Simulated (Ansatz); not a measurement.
## Electronic structure of GaHNOP (SMILES [NH+]1=[Ga-2][O+]=P1) in real space

Input

```
crystal:
  periodic: [false, false, false]
  atoms:
    - {symbol: Ga, position_ang: [-3.362165, 0.359227, 1.731107]}
    - {symbol: "N", position_ang: [-1.439845, -0.673487, 1.756988]}
    - {symbol: O, position_ang: [-2.152390, 0.861147, 0.028818]}
    - {symbol: P, position_ang: [-0.926563, -0.022026, 0.380478]}
    - {symbol: H, position_ang: [-0.875776, -1.330392, 2.292567]}
basis:
  gaussian: {orbitals: def2-TZVPD}
hamiltonian: {xc: {name: PBE0}}
output: {forces: true, orbitals: {seedname: orbitals}}
```

Launched as:

```sh
ansatz run input.yaml --threads 2 --pin off --max-ram 4350MiB --events-out events.jsonl --progress --plain --runs-dir runs
```

Geometry: PBE0-D3(BJ)/def2-SVP.

The calculation used isolated molecule in a Gaussian basis; Kohn-Sham density functional theory, functional PBE0 (Ansatz).

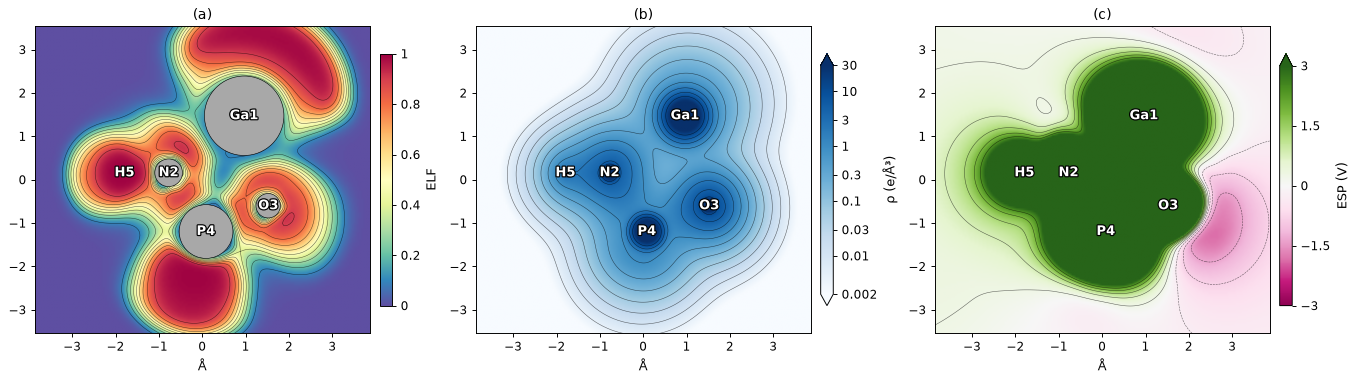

Figure 1. (a) electron localisation function; (b) electron density; (c) molecular electrostatic potential on the molecular plane. Grey discs cover the atomic cores in the ELF map.

Q: Read the bonding off the picture.

A: Atoms in the plane: Ga, N, O, P and H. P–O (1.55 Å): ρ is about 1.7 e/Å³ halfway; the ELF peaks at about 0.85 between the atoms: a short, strongly polar bond. P–N (1.61 Å): ρ is about 1.6 e/Å³ halfway; the ELF peaks at about 0.90 between the atoms; a short, strongly polar bond. Ga–O (2.15 Å): ρ is about 0.42 e/Å³ halfway; the ELF peaks at about 0.85 in the valence shell of O, 0.6 Å from its nucleus, and is about 0.25 at the midpoint. Ga–N (2.18 Å): ρ is about 0.43 e/Å³ halfway; the ELF peaks at about 0.90 in the valence shell of N, 0.6 Å from its nucleus, and is about 0.30 at the midpoint. N–H (1.02 Å): ρ is about 2.8 e/Å³ halfway; the ELF climbs to about 1 towards the hydrogen, as it does in any bond to H; an ordinary covalent bond to hydrogen. The ELF also peaks beside P4 and O3, away from the bonds: lone-pair regions. Outside the dense part of the molecule the potential is most negative (−1.8 V) near O3.

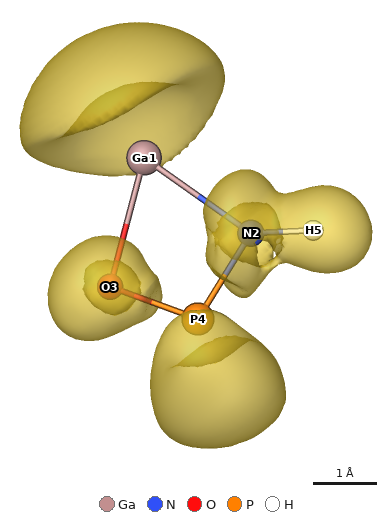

Figure 2. Isosurface of the electron localisation function at 0.75 (yellow), seen at a tilt. Core shells and regions of very low density are left out.

Q: Describe the localisation domains.

A: The surface consists of one region on O in which the atom's valence shell and bonds are merged, one lobe on Ga, pointing away from the bonds (lone pairs), one lobe on P, pointing away from the bonds (lone pairs) and one joined region spread over several atoms (H, N), in which their bonds and any lone pairs are merged.

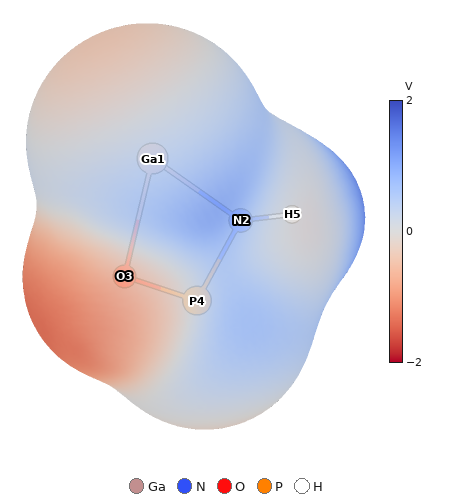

Figure 3. The molecular electrostatic potential painted on the density surface at 0.001 e/bohr³, seen at a tilt; red is negative and blue positive.

Q: Describe the electrostatic potential map.

A: The most negative region (about −1.3 V, or −30 kcal/mol for a unit charge) lies over O3, the most positive (about +1.6 V, or +37 kcal/mol for a unit charge) over H5. O3 is the likeliest acceptor of a hydrogen bond.

Q: How polar is the molecule by this calculation?

A: Its dipole moment is 2.21 D.
